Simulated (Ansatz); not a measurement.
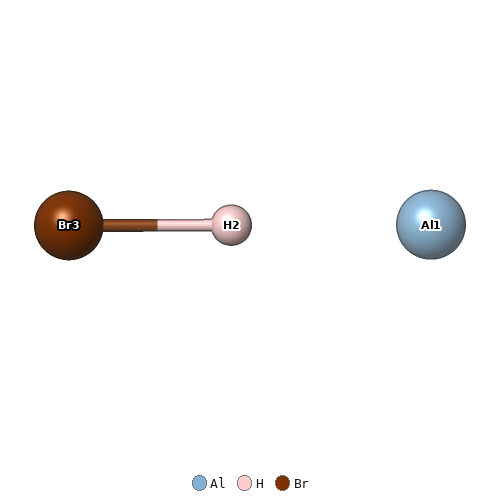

The system is Al + HBr, spin multiplicity 2; the picture shows the reference structure. 
- The first coordinate is: distance Al1–H2; the second: distance H2–Br3.
- Nothing is relaxed (the angle Al1–H2–Br3 is fixed at 180 degrees).
- Grid: 17 × 17 points.
- Energies: kcal/mol, counted from Al far from the relaxed HBr (each part in its own basis).
- Method: UKS PBE0-D4/def2-SVPD (Ansatz).

Its coordinates:

```xyz
3

Al   -2.0280    0.0000    0.0000
H     0.0000    0.0000    0.0000
Br    1.6490    0.0000    0.0000
```

Range: distance Al1–H2 from 1.216 to 3.216 Å; distance H2–Br3 from 1.208 to 3.208 Å.

**Predict the map.**

The lowest grid point is at distance Al1–H2 = 2.028 Å, distance H2–Br3 = 1.649 Å, −9 kcal/mol from Al far from the relaxed HBr (each part in its own basis). It is the only kind of minimum in the scanned range. The highest grid point, distance Al1–H2 = 1.216 Å, distance H2–Br3 = 1.208 Å, lies 127 kcal/mol above the lowest.

```csv
"distance H2–Br3 ↓, distance Al1–H2 →",1.216,1.350,1.546,1.775,2.028,2.302,2.592,2.897,3.216
3.047,56,30,14,14,22,33,45,56,65
2.735,52,26,11,10,17,28,40,50,59
2.437,48,22,6,5,11,21,32,41,49
2.155,45,18,1,−1,4,12,21,29,36
1.891,46,17,−1,−6,−4,2,8,14,19
1.649,55,24,2,−7,−9,−7,−4,0,3
1.435,79,45,17,2,−5,−7,−7,−6,−5
1.262,105,70,41,25,16,10,8,7,7
```

The table holds every second grid line.

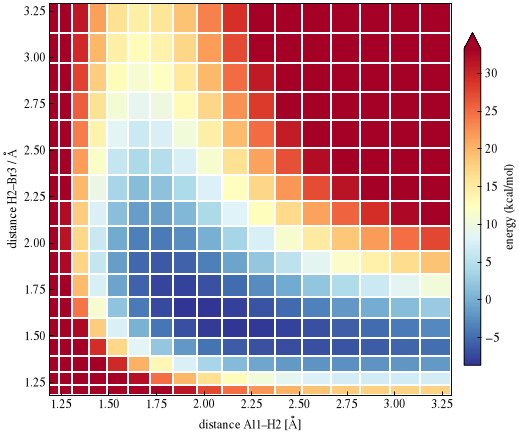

The picture shows one coloured cell a grid point, one colour for all values above the top of the scale.

The whole map (289 points run) took 10 min on 1 thread of AMD EPYC 9R45 96-Core Processor (Zen 5), on a shared host.
